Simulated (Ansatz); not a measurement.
# Calculations on AlN2H5ClF

## 1. Relaxation

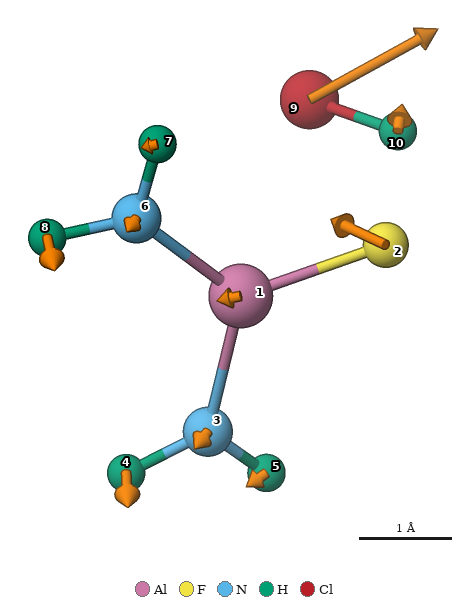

A relaxation of AlN₂H₅ClF. The starting structure is drawn; orange arrows show the displacements, at their true length. The two geometries are superimposed by the best rigid fit.

Style: ball-and-stick. Shown from a free direction.

The run prepares an end point of a later path (reaction) calculation, from a guessed geometry.

The calculation used RHF/6-31G* in Ansatz. Set-up: no spin polarisation; force threshold 0.03 eV/Å; at most 50 steps.

Atoms of which element are displaced furthest, and by how much?

Chlorine: up to 1.64 Å, against 0.95 Å for fluorine.

What did the optimiser do to the structure, and how much energy did it gain?

The largest move after the best rigid fit is that of Cl9, 1.64 Å. By element the largest moves are Cl 1.64 Å, F 0.95 Å, H 0.63 Å, N 0.30 Å, Al 0.29 Å. Near-neighbour distances that change, for instance: Al1–Cl9 3.433 → 4.759 Å, Cl9–H10 1.317 → 1.272 Å, Al1–F2 1.674 → 1.655 Å. After 19 accepted moves (21 points after the start) the energy has fallen by 9.90 kJ/mol. Largest force component: 1.2 eV/Å at the start, 0.011 eV/Å at the end. The line search rejected the trial steps at points 14, 20 of the run. The forces were under the threshold at step 13, but the run went on from there. Cost: 57 s on 1 thread of Intel(R) Xeon(R) Platinum 8488C (Sapphire Rapids) (shared host), peak memory 0.2 GiB.

Limits of the set-up: Hartree-Fock leaves out electron correlation.

## 2. Relaxation

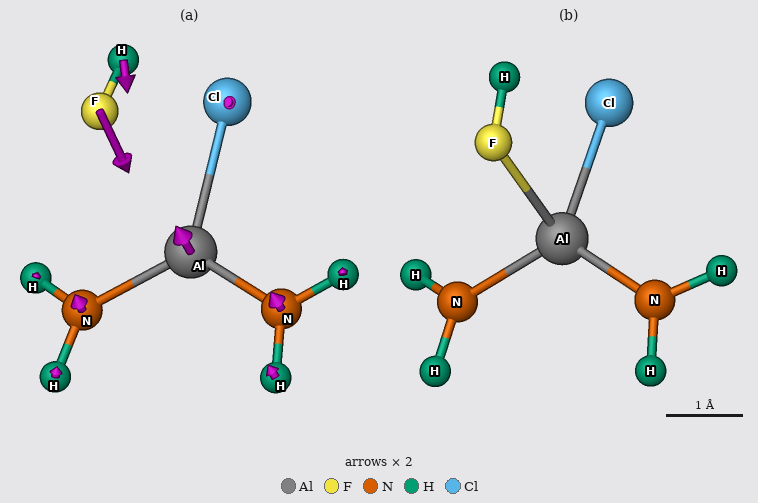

The structure of AlN₂H₅ClF before (left) and after (right) a relaxation, at one scale. The purple arrows give the displacements, magnified 2 times.

The picture is a ball-and-stick view, seen at a tilt.

The run prepares an end point of a later path (reaction) calculation, from a guessed geometry.

Computed with Ansatz, RHF/6-31G*.

The input:
```yaml
crystal:
  periodic: [false, false, false]
  atoms:
    - { symbol: Al, position_ang: [0.031303, 0.659576, -0.572749] }
    - { symbol: F, position_ang: [-0.016911, 0.157658, 2.267032] }
    - { symbol: "N", position_ang: [1.591394, -0.028557, -1.011572] }
    - { symbol: H, position_ang: [1.721167, -0.898646, -1.482169] }
    - { symbol: H, position_ang: [2.472128, 0.367759, -0.760432] }
    - { symbol: "N", position_ang: [-1.546737, 0.021019, -1.021209] }
    - { symbol: H, position_ang: [-1.712555, -0.873664, -1.430448] }
    - { symbol: H, position_ang: [-2.410567, 0.483488, -0.831631] }
    - { symbol: Cl, position_ang: [0.05728, 2.646367, 0.378343] }
    - { symbol: H, position_ang: [-0.016302, 1.0653, 2.405036] }
basis:
  gaussian: { orbitals: "6-31G*" }
hamiltonian:
  xc: hf
relax:
  f_tol: 0.03
  max_steps: 50
```

Command:
```bash
ansatz run input.yaml --threads 1 --pin off --max-ram 2048MiB --backend cpu --events-out ev --progress --plain --runs-dir out
```

Question: Summarise the run.

Answer: F2 moves most after the best rigid fit: 0.53 Å. By element the largest moves are F 0.53 Å, Al 0.25 Å, H 0.23 Å, N 0.16 Å, Cl 0.08 Å. Near-neighbour distances that change, for instance: Al1–F2 2.884 → 2.117 Å, Al1–Cl9 2.203 → 2.164 Å, Al1–N3 1.761 → 1.773 Å, F2–H10 0.918 → 0.924 Å. New bonds form, among them: Al1–F2 (2.88 → 2.12 Å). Bond angles that change, for instance: N3–Al1–N6 126.1° → 123.2°. Over 6 geometry steps the energy falls by 0.177 eV. The largest force component goes from 0.72 to 0.014 eV/Å.

Limits of the set-up: the start holds two separate molecules, 2.6 Å apart at their closest, whose relative position is a soft coordinate and is computed without a dispersion correction; Hartree-Fock leaves out electron correlation.

## 3. Path

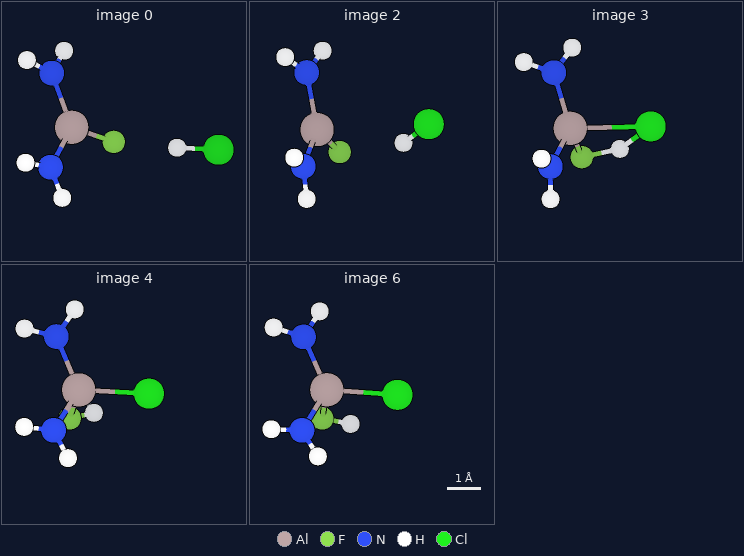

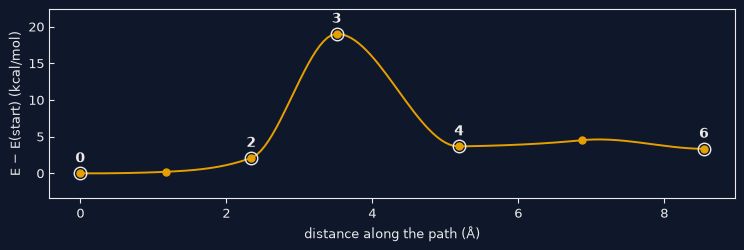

A search for the minimum-energy path of AlN$_{2}$H$_{5}$ClF by the nudged elastic band. Images are numbered from 0 (start) to 6 (end). Style: ball-and-stick. Shown at a tilt.

Level of theory: Ansatz 0.2.0, RHF/6-31G*. Run with 5 movable images; climbing image; force threshold 0.05 eV/Å; iteration limit 60; starting path through a guess of the saddle point.

### Describe the mechanism and the energy profile.

The path has more than one stage, and so few images may leave a stage unresolved. Breaking: Cl–H (1.27 → 2.59 Å). Forming: Al–Cl (4.76 → 2.16 Å), F–H (1.97 → 0.92 Å). The energy climbs by 19.0 kcal/mol to image 3 and then falls by 15.7 kcal/mol, so the end point sits at +3.3 kcal/mol. The profile has 2 maxima (images 3, 5) with a dip at image 4 (+3.7 kcal/mol), so the process runs in steps. The band converged in 19 iterations. The largest component of the band force went from 14 to 0.028 eV/Å. The climbing image converged on the top of the path. Its vibrational analysis gives one imaginary mode (1284i cm⁻¹), as a transition state must have.

Limits of the set-up: Hartree-Fock leaves out electron correlation.

The run took 3.1 min on 1 thread of Intel(R) Xeon(R) Platinum 8488C (Sapphire Rapids), on a shared host, peak memory 0.2 GiB.
